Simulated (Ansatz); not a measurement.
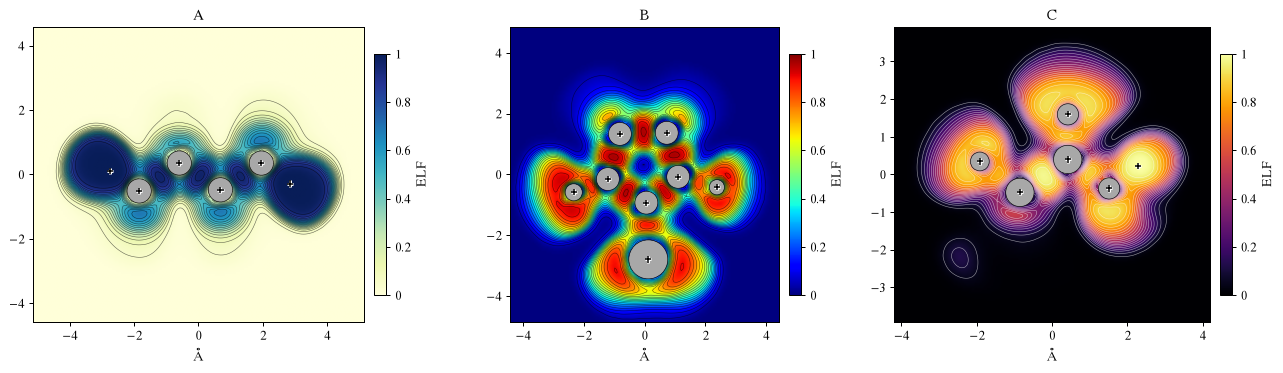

The ELF of 3 systems, each on a plane through atoms (crosses mark nuclei in the plane; grey discs cover the cores).

Method: isolated molecule in a Gaussian basis; Kohn-Sham density functional theory, functional PBE0 in Ansatz.

System 1: C$_{4}$H$_{6}$F$_{2}$O$_{2}$ (SMILES CCC(F)(F)C(=O)O), the plane of atoms C3, C4 and O8. Geometry: B3LYP-D3(BJ)/def2-SVP.

```yaml
atoms:
  - { symbol: C, position_ang: [-1.4962, 0.4754, 0.5416] }
  - { symbol: C, position_ang: [-0.2969, -0.1673, -0.1507] }
  - { symbol: C, position_ang: [-0.5943, -1.5518, -0.6984] }
  - { symbol: C, position_ang: [-1.7280, -1.5689, -1.7437] }
  - { symbol: F, position_ang: [0.5272, -2.0654, -1.2834] }
  - { symbol: F, position_ang: [-0.9476, -2.3895, 0.3060] }
  - { symbol: O, position_ang: [-2.7952, -2.0909, -1.5850] }
  - { symbol: O, position_ang: [-1.3663, -0.8844, -2.8391] }
  - { symbol: H, position_ang: [-2.3263, 0.6531, -0.1609] }
  - { symbol: H, position_ang: [-1.8725, -0.1683, 1.3502] }
  - { symbol: H, position_ang: [-1.2157, 1.4458, 0.9762] }
  - { symbol: H, position_ang: [0.5455, -0.2950, 0.5483] }
  - { symbol: H, position_ang: [0.0605, 0.4470, -0.9907] }
  - { symbol: H, position_ang: [-2.1154, -0.9171, -3.4594] }
```

System 2: C$_{5}$H$_{4}$BrFO (SMILES O=C1CCC(F)=C1Br), the plane of atoms C2, C1 and O8. Geometry: B3LYP-D3(BJ)/def2-SVP.

```yaml
atoms:
  - { symbol: C, position_ang: [-1.5799, 0.8153, 0.7311] }
  - { symbol: C, position_ang: [-1.7529, -0.3110, 1.7639] }
  - { symbol: C, position_ang: [-1.3390, -1.6152, 1.0536] }
  - { symbol: C, position_ang: [-0.9590, -1.1512, -0.3171] }
  - { symbol: C, position_ang: [-1.0839, 0.1758, -0.5138] }
  - { symbol: Br, position_ang: [-0.7102, 1.1238, -2.0790] }
  - { symbol: F, position_ang: [-0.5439, -2.0288, -1.2096] }
  - { symbol: O, position_ang: [-1.8066, 1.9852, 0.9114] }
  - { symbol: H, position_ang: [-1.1300, -0.0846, 2.6424] }
  - { symbol: H, position_ang: [-2.7987, -0.3210, 2.1062] }
  - { symbol: H, position_ang: [-2.1538, -2.3565, 0.9928] }
  - { symbol: H, position_ang: [-0.4860, -2.1229, 1.5347] }
```

System 3: C$_{4}$H$_{10}$AlFO (SMILES CC[C@H](C)[O][AlH][F]), the plane of atoms C2, C1 and H9. Geometry: PBE0-D3(BJ)/def2-SVP.

```xyz
17

C    -1.5580    0.0109   -0.5826
C    -0.4628    0.1433    0.4614
C     0.5395    1.2549    0.1624
C     1.6378    1.3285    1.2100
Al   -0.9970    3.5247    1.0465
F    -1.2655    3.1004    2.6357
O    -0.1096    2.4956    0.0456
H    -1.1381   -0.2224   -1.5740
H    -2.2687   -0.7873   -0.3220
H    -2.1271    0.9475   -0.6844
H    -0.9024    0.3371    1.4573
H     0.0898   -0.8073    0.5498
H     1.0016    1.0440   -0.8212
H     1.2035    1.5237    2.2046
H     2.3413    2.1400    0.9708
H     2.2053    0.3872    1.2635
H    -1.5651    4.8725    0.4894
```

**Which map belongs to which system?**

Panel A is system 3, C$_{4}$H$_{10}$AlFO: the plane holds C and H. C–C (1.52 Å): the ELF peaks at about 0.95 between the atoms: a covalent bond. Panel B is system 2, C$_{5}$H$_{4}$BrFO: the plane holds C, Br, F and O. C–O (1.21 Å): the ELF peaks at about 0.85 between the atoms (a multiple bond). Panel C is system 1, C$_{4}$H$_{6}$F$_{2}$O$_{2}$: the plane holds C, F, O and H. C–O (1.20 Å): the ELF peaks at about 0.85 between the atoms; a short, multiple covalent bond.
